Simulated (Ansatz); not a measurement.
Level of theory: PBE (plane waves to 420 eV, PAW; Ansatz, a first-principles code).

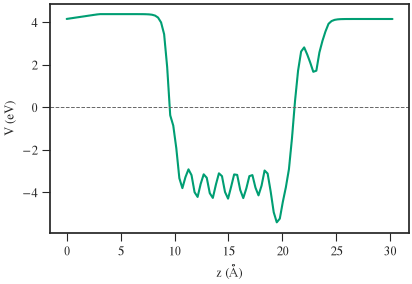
Fig. 1. Electrostatic potential energy of an electron, averaged over planes parallel to the surface, in eV from the Fermi level, for GeH3 on the (100) surface of germanium (p(2x2) alternately buckled dimers; a constructed slab, bottom: dihydride, held), one in a cell of 66 Å², started at the site 'top Ge'

Set-up: 44 atoms, 11.3 Å thick at the start with caps and adatoms under the adsorbate (thin: gaps and levels are the slab's own); mesh 3x3x1; 0.01 eV smearing; dipole correction on; 24 atoms held, the rest relaxed; symmetry of the start imposed; spin-polarised, no spin-orbit, no U, no dispersion correction. The slab shows no gap over 0.04 eV on its mesh. The starting moment vanished. At the end it is bonded to Ge. In PBE this state lies 0.05 eV over the lowest of the starts that converged ('hollow Ge-Ge-Ge over Ge at depth 3.0 Å').

The vacuum level lies 4.16 eV above the Fermi level over the top face and 4.39 eV above it under the bottom face.
